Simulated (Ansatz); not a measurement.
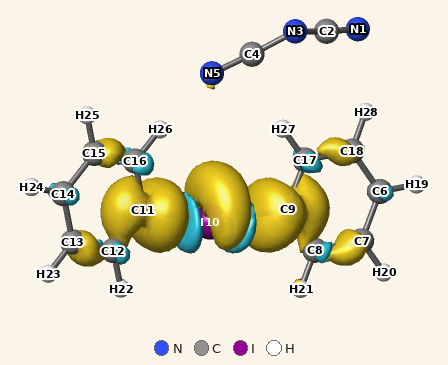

Figure. C2N3···C12H10I (charge −1, doublet). Isosurfaces of the spin density at +0.015 (yellow) and −0.015 e/Å³ (cyan), seen at a tilt.

Geometry: PBE-D4/def2-SVP; core potentials replace the inner electrons of I.

Level of theory: UKS PBE0-D4/def2-TZVP in Ansatz.

```yaml
atoms:
  - { symbol: N, position_ang: [-1.3903, -1.7831, 4.7711] }
  - { symbol: C, position_ang: [-0.6958, -0.8765, 4.4328] }
  - { symbol: N, position_ang: [0.0159, 0.1847, 4.1552] }
  - { symbol: C, position_ang: [0.8000, 0.3426, 3.1253] }
  - { symbol: N, position_ang: [1.5467, 0.5908, 2.2311] }
  - { symbol: C, position_ang: [-3.6871, -2.8196, 1.0167] }
  - { symbol: C, position_ang: [-3.8014, -2.6301, -0.3710] }
  - { symbol: C, position_ang: [-2.8083, -1.9186, -1.0733] }
  - { symbol: C, position_ang: [-1.7138, -1.4296, -0.3553] }
  - { symbol: I, position_ang: [-0.0359, -0.2400, -1.4459] }
  - { symbol: C, position_ang: [1.6591, 1.3213, -1.7897] }
  - { symbol: C, position_ang: [1.9116, 1.7864, -3.0835] }
  - { symbol: C, position_ang: [2.9499, 2.7199, -3.2701] }
  - { symbol: C, position_ang: [3.6990, 3.1675, -2.1694] }
  - { symbol: C, position_ang: [3.4133, 2.6844, -0.8807] }
  - { symbol: C, position_ang: [2.3799, 1.7500, -0.6731] }
  - { symbol: C, position_ang: [-1.5796, -1.6038, 1.0227] }
  - { symbol: C, position_ang: [-2.5814, -2.3081, 1.7173] }
  - { symbol: H, position_ang: [-4.4731, -3.3672, 1.5608] }
  - { symbol: H, position_ang: [-4.6720, -3.0302, -0.9174] }
  - { symbol: H, position_ang: [-2.8991, -1.7558, -2.1593] }
  - { symbol: H, position_ang: [1.3180, 1.4341, -3.9427] }
  - { symbol: H, position_ang: [3.1692, 3.0980, -4.2826] }
  - { symbol: H, position_ang: [4.5086, 3.8999, -2.3179] }
  - { symbol: H, position_ang: [3.9987, 3.0361, -0.0154] }
  - { symbol: H, position_ang: [2.1489, 1.3685, 0.3435] }
  - { symbol: H, position_ang: [-0.7082, -1.1968, 1.5595] }
  - { symbol: H, position_ang: [-2.4731, -2.4251, 2.8112] }
```

Describe the spin distribution.

The unpaired spin (1 electron) lies mostly on C9 (about 0.3), C11 (about 0.3) and I10 (about 0.1), in electrons by Hirshfeld's partition.
